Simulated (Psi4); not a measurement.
# Si2NH5F (SMILES F[SiH2]N[SiH2]) at UTPSS/6-31G(d) (spherical functions)

Aim: the vertical doublet–quartet gap of Si2NH5F at UTPSS/6-31G* (spherical functions), from 2 runs. 

The calculation is run with Psi4 1.11.

### 1 The structure to begin with

Si2NH5F has 9 atoms, charge 0, and is taken as a doublet. As SMILES, `F[SiH2]N[SiH2]`. The shape is that of a PBE0-D4/def2-TZVP optimisation. This is one conformer, not always the lowest.

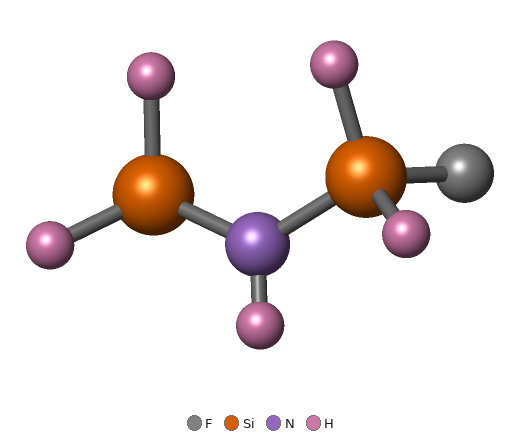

Viewed from a chosen angle; fluorine grey, silicon orange, nitrogen purple, hydrogen pink.

### 2 Energy and forces at UTPSS/6-31G(d) (spherical functions)

job.dat reads:

```
memory 2.2 GB

molecule system {
  0 2
  F     -1.778200     1.208900    -1.181800
  Si    -0.288000     1.123600    -0.604900
  N      0.241500    -0.491400    -0.403000
  Si     0.023600    -1.533600     0.967900
  H      0.576300     1.799100    -1.598800
  H     -0.302800     1.779800     0.718800
  H      0.600400    -0.942200    -1.234500
  H     -0.246300    -0.650000     2.136200
  H      1.261800    -2.340700     1.182700
  symmetry c1
}

set basis 6-31G*
set reference uks
set puream true
set e_convergence 1e-09
set d_convergence 1e-08
set scf_type pk
set dft_radial_points 99
set dft_spherical_points 590
set maxiter 100

result, w = gradient("tpss", return_wfn=True)
```

Run with:

```sh
$ psi4 -i job.dat -o job.out -n 1
```

job.out:

```text
[...]
  Running in c1 symmetry.
[...]
  Nuclear repulsion =  217.045251544568430
[...]
  Multiplicity = 2
[...]
  Nalpha       = 25
  Nbeta        = 24
[...]
    Number of basis functions: 74
[...]
   @UKS iter   1:  -736.31412549548895   -1.63489e-01   1.19281e-02 ADIIS/DIIS
[...]
   @UKS iter  14:  -736.65740672049492   -7.95808e-13   6.10640e-09 DIIS
[...]
   @S^2 Observed:                7.515710499E-01
[...]
  @UKS Final Energy:  -736.65740672049492
   => Energetics <=
    Nuclear Repulsion Energy =            217.0452515445684298
    One-Electron Energy =               -1451.4718583520211723
    Two-Electron Energy =                 559.0364687283874900
    DFT Exchange-Correlation Energy =     -61.2672686414296308
    Empirical Dispersion Energy =           0.0000000000000000
    VV10 Nonlocal Energy =                  0.0000000000000000
    Total Energy =                       -736.6574067204949188
  UHF NO Occupations:
  HONO-2 :   23  A 1.9999103
  HONO-1 :   24  A 1.9994144
[...]
 Multipole Moments:
 ------------------------------------------------------------------------------------
     Multipole            Electronic (a.u.)      Nuclear  (a.u.)        Total (a.u.)
 ------------------------------------------------------------------------------------
 L = 1.  Multiply by 2.5417464519 to convert [e a0] to [Debye]
 Dipole X            :         -4.3429942            4.8875406            0.5445465
 Dipole Y            :          1.4467020           -1.6512751           -0.2045732
 Dipole Z            :         -3.1254621            2.9265060           -0.1989561
 Magnitude           :                                                    0.6147882
[...]
  -Total Gradient:
     Atom            X                  Y                   Z
    ------   -----------------  -----------------  -----------------
       1        0.016600941939    -0.001346306070     0.006760024867
       2       -0.007156996846    -0.012053146104    -0.003644691334
       3       -0.004754342224     0.000198172896     0.000111825460
       4        0.003761468139     0.008968116145    -0.009435714236
       5       -0.001803219007     0.000173736250     0.000020681745
       6       -0.001655338274     0.000509449887    -0.000778798668
       7       -0.003235055305     0.004109722915     0.007746460816
       8       -0.000737414169    -0.000484105883    -0.000248783076
       9       -0.001066787529    -0.000083859812    -0.000563407290
[...]
```

It took 54 s on 1 thread of Intel Xeon 6975P-C (Granite Rapids), shared host; peak memory 1.4 GiB.

### 3 The quartet: the energy at UTPSS/6-31G(d) (spherical functions)

fh5nsi2.dat reads:

```
memory 2200 mb

molecule geom {
  0 4
  F     -1.778200     1.208900    -1.181800
  Si    -0.288000     1.123600    -0.604900
  N      0.241500    -0.491400    -0.403000
  Si     0.023600    -1.533600     0.967900
  H      0.576300     1.799100    -1.598800
  H     -0.302800     1.779800     0.718800
  H      0.600400    -0.942200    -1.234500
  H     -0.246300    -0.650000     2.136200
  H      1.261800    -2.340700     1.182700
  units angstrom
  symmetry c1
  no_reorient
  no_com
}

set globals {
  basis 6-31G*
  reference uks
  puream true
  e_convergence 1e-09
  d_convergence 1e-08
  scf_type pk
  dft_radial_points 99
  dft_spherical_points 590
  maxiter 100
}

result, w = energy('tpss', return_wfn=True)
oeprop(w, 'WIBERG_LOWDIN_INDICES', 'DIPOLE', 'MAYER_INDICES', title='TPSS')
print_variables()
```

Run with:

```sh
$ psi4 fh5nsi2.dat fh5nsi2.out -n 1
```

fh5nsi2.out:

```text
[...]
  Running in c1 symmetry.
[...]
  Nuclear repulsion =  217.045251544568430
[...]
  Multiplicity = 4
[...]
  Nalpha       = 26
  Nbeta        = 23
[...]
    Number of basis functions: 74
[...]
   @UKS iter   1:  -735.91072998050413    2.39907e-01   1.27900e-02 ADIIS/DIIS
[...]
   @UKS iter  17:  -736.40601836238125   -6.82121e-13   4.99391e-09 DIIS
[...]
   @S^2 Observed:                3.754539592E+00
[...]
    Orbital Energies [Eh]
    ---------------------
    Alpha Occupied:
       1A    -65.746878     2A    -65.701153     3A    -24.439428
       4A    -14.217065     5A     -5.179772     6A     -5.137647
       7A     -3.556789     8A     -3.554851     9A     -3.551580
      10A     -3.514934    11A     -3.512545    12A     -3.510106
      13A     -1.127686    14A     -0.906151    15A     -0.562889
      16A     -0.552519    17A     -0.471627    18A     -0.440405
      19A     -0.416254    20A     -0.402951    21A     -0.390105
      22A     -0.367768    23A     -0.336236    24A     -0.323299
      25A     -0.198310    26A     -0.049698
    Alpha Virtual:
[...]
  @UKS Final Energy:  -736.40601836238125
   => Energetics <=
    Nuclear Repulsion Energy =            217.0452515445684298
    One-Electron Energy =               -1449.6892488262210463
    Two-Electron Energy =                 557.4447549179210455
    DFT Exchange-Correlation Energy =     -61.2067759986496611
    Empirical Dispersion Energy =           0.0000000000000000
    VV10 Nonlocal Energy =                  0.0000000000000000
    Total Energy =                       -736.4060183623812463
  UHF NO Occupations:
  HONO-2 :   24  A 1.0000000
  HONO-1 :   25  A 1.0000000
[...]
 Multipole Moments:
 ------------------------------------------------------------------------------------
     Multipole            Electronic (a.u.)      Nuclear  (a.u.)        Total (a.u.)
 ------------------------------------------------------------------------------------
 L = 1.  Multiply by 2.5417464519 to convert [e a0] to [Debye]
 Dipole X            :         31.0456749          -30.4727786            0.5728963
 Dipole Y            :         -2.0571560            2.5441383            0.4869823
 Dipole Z            :         13.0987840          -13.5508481           -0.4520641
 Magnitude           :                                                    0.8773391
[...]
```

Wall time 56 s (1 thread of Intel Xeon 6975P-C (Granite Rapids), shared host); peak memory 1.4 GiB.

### 4 Results

At UTPSS/6-31G* (spherical functions):

| quantity | value |
| --- | --- |
| doublet: total energy | -736.65741 Eh |
| doublet: dipole moment | 1.56 D |
| doublet: HOMO energy (highest over α and β) | -4.72 eV |
| doublet: LUMO energy (lowest over α and β) | -2.86 eV |
| doublet: ⟨S²⟩ | 0.752 |
| doublet: largest force on an atom | 0.924 eV/Å |
| quartet: total energy | -736.40602 Eh |
| quartet: dipole moment | 2.23 D |
| quartet: HOMO energy (highest over α and β) | -1.35 eV |
| quartet: ⟨S²⟩ | 3.755 |
| vertical energy of the quartet above the doublet | 6.841 eV |

In words: At this shape the quartet lies 6.84 eV (660 kJ/mol) above the doublet. The largest force (doublet) is 0.92 eV/Å: the shape isn't a stationary point for this species at this level. With no_com the log's rotational constants are taken about the origin, not the centre of mass, so they aren't the molecule's.
